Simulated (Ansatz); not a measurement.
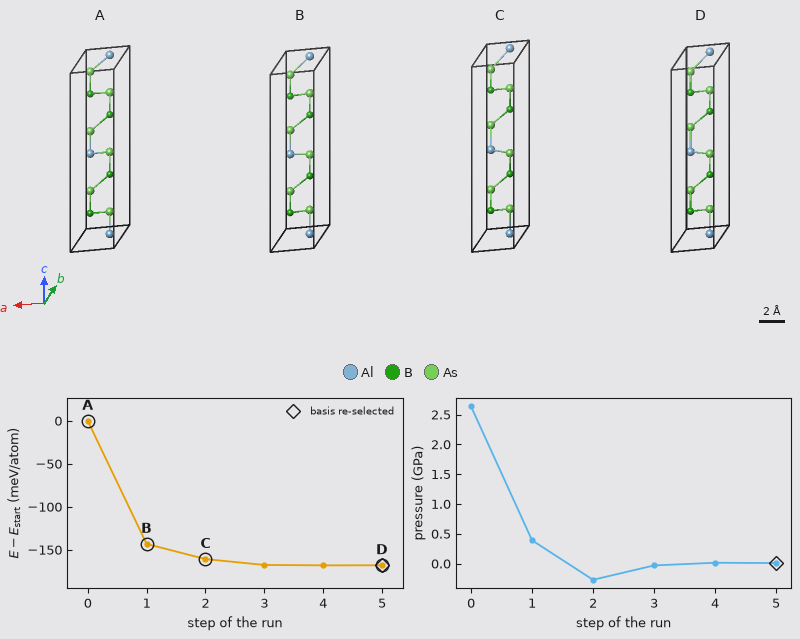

Frames of a relaxation of a crystal of AlB2As3 (a generated structure, set up in P6_3mc) (coarse preliminary run), marked on the history of the run. The picture is a ball-and-stick view of the cell of the calculation, seen from a free direction.

Level of theory: DFT PBE, scalar-relativistic, plane waves, PAW (Ansatz 0.2.0). Set-up: plane-wave cutoff 420 eV; k-point mesh 6 × 6 × 1; occupations gaussian; smearing width 0.1 eV; no spin polarisation; cell and atoms relaxed; force threshold 0.04 eV/Å; at most 70 steps.

Q: What happens along the run?

A: After 4 accepted moves (5 points after the start) the energy has fallen by 168 meV per atom. The largest force component goes from 3.8 to 0.032 eV/Å. The pressure goes from 2.64 to 0.01 GPa. The SCF was repeated once at an unchanged geometry on a basis and grid sized afresh for the cell, which shifted the energy by 0.1 meV per atom at most. The largest moves relative to the cell, 0.30 Å, are those of As atoms. By element the largest moves are As 0.30 Å, B 0.15 Å, Al 0.03 Å. The drawn cell changes as follows: a = b 3.636 → 3.582 Å (−1.5 %), c 17.929 → 18.234 Å (+1.7 %); the volume changes by −1.3 %. Among the contacts that change: Al–As 2.239 → 2.484 Å, As–B 2.239 → 2.091 Å, As–B 2.239 → 2.111 Å, Al–As 2.229 → 2.337 Å. Among the angles between lasting bonds that change: Al–As–Al 109.3° → 100.0°, As–Al–As 109.3° → 100.0°, As–Al–As 109.6° → 117.8°. The space group stays P6_3mc (No. 186). From step 0 to 1: As atoms move most (0.19 Å), volume −0.8 %, energy −143 meV per atom. From step 1 to 2: As atoms move most (0.15 Å), volume −1.3 %, energy −17.6 meV per atom. From step 2 to 5: Al atoms move most (0.06 Å), volume +0.8 %, energy −7.2 meV per atom.

```
step  E − E(0), meV/atom  largest force component, eV/Å  pressure, GPa  volume, Å³/atom                      note
   0                0.00                         3.8013           2.64           17.111                          
   1             -143.08                         1.1239           0.39           16.973                          
   2             -160.71                         0.5734          -0.27           16.750                          
   3             -167.53                         0.2068          -0.03           16.841                          
   4             -167.99                         0.0321           0.02           16.881                          
   5             -167.92                         0.0323           0.01           16.881  same geometry, new basis
```
